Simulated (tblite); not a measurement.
# C$_{4}$H$_{11}$NO$_{2}$Si: relaxed scan

System: C$_{4}$H$_{11}$NO$_{2}$Si, SMILES C=CCCN[SiH](O)O.
Method: GFN2-xTB relaxed scan under a harmonic restraint, gas phase (tblite 0.8.0).

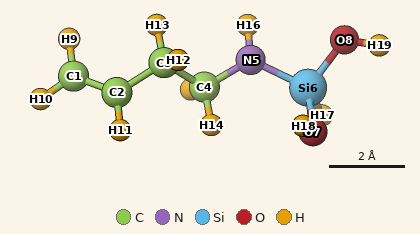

Fig. 1: The structure (ball-and-stick view, seen at a tilt; atoms are numbered from 1 in the order of the input).

Input:
```
{"job": {"xc": "GFN2-xTB", "basis": "xTB", "coordinate": [["t", [15, 3, 5, 4], 0.3333333333333333], ["t", [3, 5, 15, 4], 0.3333333333333333], ["t", [5, 15, 3, 4], 0.3333333333333333]], "kind": "drive"}, "charge": 0, "multiplicity": 1}
C     -3.640120     0.228642     0.492519
C     -2.539781    -0.348590     0.047976
C     -1.216669    -0.300458     0.739480
C     -0.155596     0.383810    -0.134951
N      1.138490     0.346465     0.498294
Si     2.612411     0.222197    -0.365329
O      2.593738    -1.076374    -1.346463
O      3.684383     0.138236     0.861664
H     -3.656286     0.778669     1.419448
H     -4.572532     0.172870    -0.043182
H     -2.550369    -0.893324    -0.887545
H     -0.877310    -1.317245     0.954485
H     -1.305968     0.236618     1.685906
H     -0.073099    -0.137446    -1.090797
H     -0.476561     1.414371    -0.344818
H      1.154361     0.862891     1.363742
H      2.966641     1.257771    -1.327381
H      2.306407    -1.923787    -1.015622
H      4.598058    -0.036066     0.660410
```

The first line tells a small driver script what to run in tblite; the rest is the geometry in Å.

Machine: 1 CPU thread, shared host.

Command:
```bash
OMP_NUM_THREADS=1 python <driver script> task.json out
```

Log:
```
point  coordinate     E/eV
  0     13.500     -735.92084
  1      9.200     -735.91158
  2      4.700     -735.90410
  3      0.400     -735.89203
  4     -4.100     -735.89014
  5     -8.400     -735.87999
  6    -12.800     -735.86698
  7    -17.200     -735.86241
```

Key numbers:

```json
{"quantity": "outcome", "value": "converged"}
{"quantity": "wall time", "value": "1.2 s"}
{"quantity": "peak memory", "value": "0.19 GiB"}
```
